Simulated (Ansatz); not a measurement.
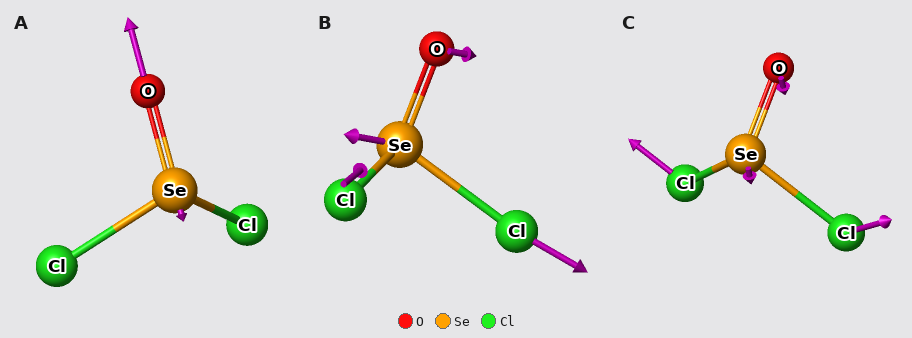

3 normal modes of one molecule or complex, as arrows. Harmonic vibrations computed with RKS PBE0-D4/def2-TZVP (Ansatz 0.2.0) at a stationary point of the same level.

### Match the panels to the wavenumbers 150 cm⁻¹, 368 cm⁻¹, 1044 cm⁻¹.

A: 1044 cm⁻¹, O–Se stretching
B: 368 cm⁻¹, out-of-phase stretching of 2 Cl–Se bonds
C: 150 cm⁻¹, Cl–Se–Cl bending
